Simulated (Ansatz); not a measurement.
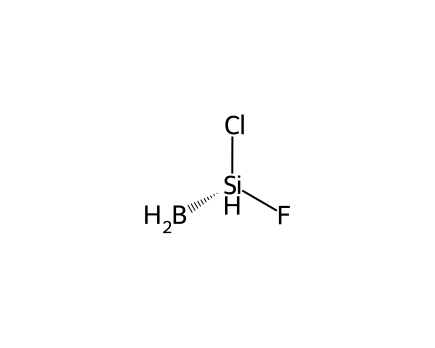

Skeletal drawing of a molecule.

Question: Give its SMILES.

Answer: B[Si@@H](F)Cl

Question: What is the molecular formula?

Answer: BClFH3Si.

Question: An optimisation with PBE0-D4/def2-TZVP gave a structure of which point group?

Answer: C1.

The parts below concern this one geometry. Atoms keep their numbers from picture to picture. The computed structure is the end point of a PBE0-D4/def2-TZVP optimisation.

## Vibrations

Harmonic vibrations computed with RKS PBE0-D4/def2-TZVP (Ansatz 0.2.0) at a stationary point of the same level.

Question: How many vibrational modes are there, and where do they lie?

Answer: 15 modes: 111, 177, 232, 251, 532, 600, 672, 759, 840, 905, 914, 1161, 2253, 2602, 2696 cm⁻¹.

## Dipole moment

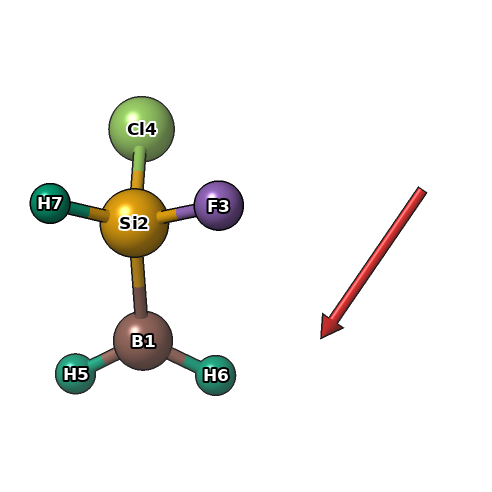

The arrow beside the molecule shows the direction of the dipole moment, from the negative to the positive end (its length means nothing). Properties computed with RKS PBE0-D4/def2-TZVP (Ansatz 0.2.0).

Question: How large is the dipole moment?

Answer: 1.68 D; it points from the side of Cl4 to the side of H5 (the outermost atoms at the two ends).

## Charges

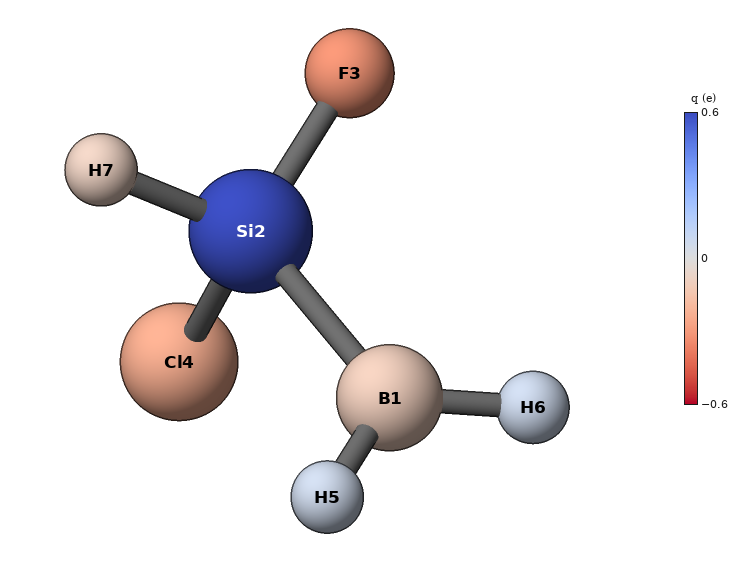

Atoms are coloured by their Mulliken charges. Properties computed with RKS B3LYP-D4/def2-TZVPP (Ansatz 0.2.0).

Question: Which atom carries the highest charge (most positive or least negative)?

Answer: Si2 (0.59 e).

Question: And the lowest?

Answer: F3 (−0.31 e).

Give the Mulliken charges atom by atom.

```csv
atom,value (e)
B1,−0.10
Si2,0.59
F3,−0.31
Cl4,−0.23
H5,0.06
H6,0.07
H7,−0.08
```

Mulliken values depend strongly on the basis set and can even reverse the polarity of a bond.
